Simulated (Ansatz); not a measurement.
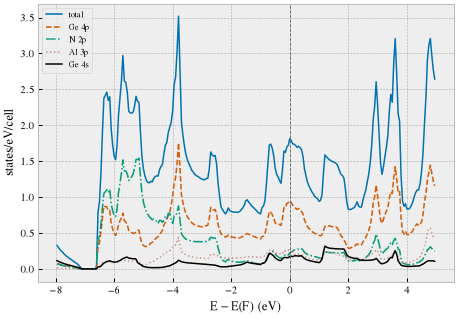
Figure: Total and projected density of states of AlGe2N in space group R3m (No. 160; Al on 3a, N on 3a, Ge on 3a, Ge on 3a), DFT-r²SCAN in the program Ansatz with PAW potentials

### Question
Which orbitals carry the states next to the Fermi level?

### Answer
Within 0.5 eV of the Fermi level: Ge 4p 50 %, N 2p 14 %, Al 3p 14 %, Ge 4s 10 %, N 2s 6 %. Projections are on Löwdin-orthogonalised atomic valence shells; empty p or d shells of many metals are not among them.

### Question
Where is the tallest occupied peak in this window, and what makes it?

### Answer
Near -3.8 eV, about 3.5 states/eV per cell; the largest projected share is Ge 4p.

The start of the workflow was typed in or built on a structure type; neither database checked (COD, Materials Project) lists it. Whether it is the stable phase at ambient conditions was not checked. The cell was relaxed with r²SCAN under the symmetry of its start; its stability against distortions is not shown here. The volume moved by 16 % from the start of the relaxation. Its formation energy is positive at this level, so the cell may be metastable or incomplete. Scalar-relativistic: spin–orbit coupling is off unless named, which matters more the heavier the elements.

Potentials: the earlier of the program's two PAW sets. The files were generated under PBE; for other functionals the program regenerates the frozen cores, and for LDA and PBEsol the local potential too.
